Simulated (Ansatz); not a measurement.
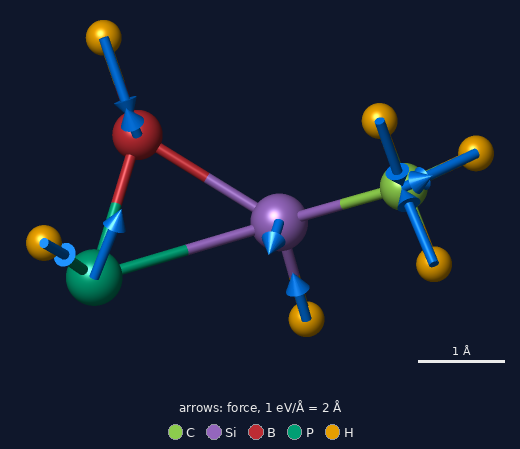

Starting geometry of CH$_{6}$BPSi with the computed forces as blue arrows. Style: ball-and-stick. Shown at a tilt.

The start comes from PBE-D4/def2-SVP.

The calculation used RKS PBE0-D4/def2-TZVP (Ansatz).

The input:
```yaml
crystal:
  periodic: [false, false, false]
  atoms:
    - {symbol: C, position_ang: [-1.347032, 0.615095, -0.768196]}
    - {symbol: Si, position_ang: [-0.328668, -0.665928, 0.172094]}
    - {symbol: B, position_ang: [1.050848, -0.209089, 1.468119]}
    - {symbol: P, position_ang: [1.982599, -1.020819, 0.073191]}
    - {symbol: H, position_ang: [-1.362474, 0.387376, -1.853515]}
    - {symbol: H, position_ang: [-2.394462, 0.605091, -0.399779]}
    - {symbol: H, position_ang: [-0.935165, 1.632527, -0.620644]}
    - {symbol: H, position_ang: [-0.789763, -2.066081, -0.112310]}
    - {symbol: H, position_ang: [1.302694, 0.633182, 2.298395]}
    - {symbol: H, position_ang: [2.904621, 0.037545, -0.254355]}
basis:
  gaussian: {orbitals: def2-TZVP}
hamiltonian: {xc: pbe0, dispersion: d4}
relax: {f_tol: 0.005, max_steps: 150}
```

Run as
```bash
ansatz run in.yaml --threads 2 --pin off --events-out ev --progress --plain --max-ram 4352MiB
```

**What follows when this structure is relaxed?**

It isn't relaxed: the largest force vector, on H5, is 0.55 eV/Å. The final displacements follow the starting forces only in part (cosine between the two patterns 0.47). After 7 accepted moves (9 points after the start) the energy has fallen by 4.30 kJ/mol. Largest force component: 0.54 eV/Å at the start, 0.0038 eV/Å at the end. The line search rejected the trial steps at points 3, 5 of the run. H10 moves most after the best rigid fit: 0.074 Å. Largest moves by element: H 0.074 Å, P 0.051 Å, Si 0.036 Å, C 0.030 Å, B 0.025 Å. Among the contacts that change: Si2–P4 2.340 → 2.280 Å, B3–H9 1.209 → 1.187 Å, P4–H10 1.441 → 1.420 Å, C1–Si2 1.887 → 1.867 Å. Among the angles between lasting bonds that change: B3–P4–H10 99.8° → 102.6°, P4–Si2–H8 98.9° → 101.6°. The run took 49 s on 2 threads of Arm Neoverse V1 (shared host).
